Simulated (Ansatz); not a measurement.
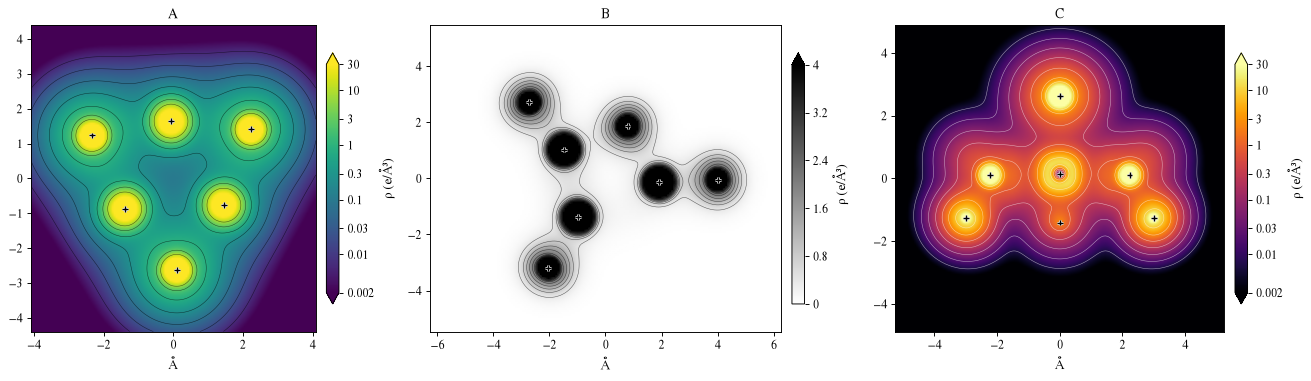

The total electron density of 3 systems, each on a plane through atoms (crosses mark nuclei in the plane).

Computed with RKS PBE0-D4/def2-TZVP (Ansatz 0.2.0).

System 1: Cl6Ga3 (charge +1), the plane of atoms Ga2, Ga3 and Cl8. Geometry: PBE-D4/def2-SVP.

```yaml
atoms:
  - { symbol: Ga, position_ang: [0.5623, 1.5505, 0.7295] }
  - { symbol: Ga, position_ang: [0.3595, -0.7974, -1.3642] }
  - { symbol: Ga, position_ang: [-1.2480, -1.5311, 0.3451] }
  - { symbol: Cl, position_ang: [1.1052, -1.4807, -3.2176] }
  - { symbol: Cl, position_ang: [1.1916, 3.3533, 1.6079] }
  - { symbol: Cl, position_ang: [-2.6802, -2.8168, 1.2041] }
  - { symbol: Cl, position_ang: [2.0777, -0.1091, 0.1917] }
  - { symbol: Cl, position_ang: [-1.0069, 0.3192, 1.8918] }
  - { symbol: Cl, position_ang: [-0.3612, 1.5122, -1.3882] }
```

System 2: BrF6HP2Pd, the plane of atoms P3, Pd1 and Br7. Geometry: PBE0-D4/def2-SVP; core potentials replace the inner electrons of Pd.

```xyz
11

Pd    0.0534   -0.0002   -0.0033
H     1.6113   -0.0051   -0.0587
P     0.1027    2.2255   -0.0449
F    -0.5347    2.9793    1.1750
F    -0.6335    2.9377   -1.2337
F     1.4753    2.9954   -0.1148
Br   -2.4306    0.0074    0.0853
P     0.0921   -2.2261    0.0380
F    -0.5570   -2.9316    1.2804
F     1.4611   -3.0048    0.0057
F    -0.6402   -2.9776   -1.1288
```

System 3: Se3Zn3, the molecular plane. Geometry: PBE-D4/def2-SVP.

```xyz
6

Zn    0.2827    1.2398    1.0442
Zn    1.2617   -0.7883   -0.7004
Zn   -1.5448   -0.4520   -0.3427
Se    2.4804    0.7281    0.5468
Se   -0.4534   -1.9883   -1.6801
Se   -2.0266    1.2607    1.1322
```

Question: Match each panel to its system.

Answer: Panel A is system 3, Se3Zn3: the plane holds Zn and Se. Zn–Se (2.31 Å): ρ is about 0.57 e/Å³ halfway. Panel B is system 1, Cl6Ga3: the plane holds Ga and Cl. Ga–Cl (2.10 Å): the density is about 0.79 e/Å³ at the midpoint. Panel C is system 2, BrF6HP2Pd: the plane holds Pd, H, P, F and Br. P–F (1.58 Å): the density is about 1.5 e/Å³ at the midpoint.
